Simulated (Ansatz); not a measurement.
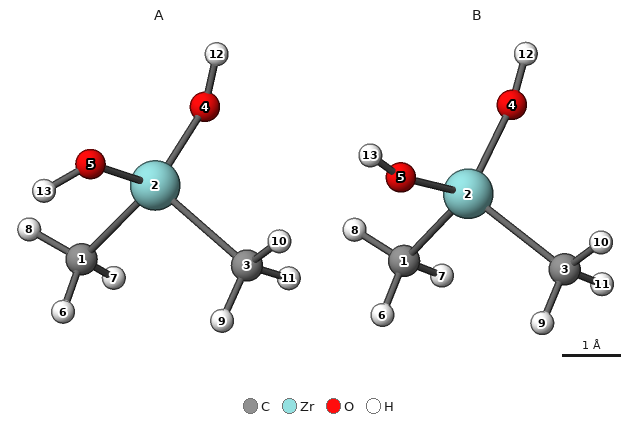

Two geometries of C2H8O2Zr, drawn at one scale. One is the start of a relaxation, the other its converged end. The picture is a ball-and-stick view, seen at a tilt.

All numbers below come from RKS PBE0-D4/def2-TZVP (Ansatz). Set-up: force threshold 0.005 eV/Å; at most 150 steps.

> Which one is relaxed?

Structure B is the relaxed one. The start comes from GFN2-xTB. The atom that moves furthest after the best rigid fit is H13 (0.83 Å). By element the largest moves are H 0.83 Å, O 0.29 Å, Zr 0.18 Å, C 0.17 Å. Some distances before and after: Zr2–O4 1.894 → 1.920 Å, O4–H12 0.964 → 0.952 Å, C1–Zr2 2.241 → 2.230 Å, C1–H6 1.105 → 1.097 Å. Among the angles between lasting bonds that change: Zr2–O5–H13 127.4° → 164.9°, Zr2–O4–H12 131.4° → 164.9°, C1–Zr2–O5 103.4° → 108.1°. After 11 accepted moves (13 points after the start) the energy has fallen by 0.279 eV. Largest force component: 1.7 eV/Å at the start, 0.00079 eV/Å at the end. The line search rejected the trial steps at points 4, 9 of the run. The run took 58 s on 4 threads of Arm Neoverse V2, with other jobs on the host.
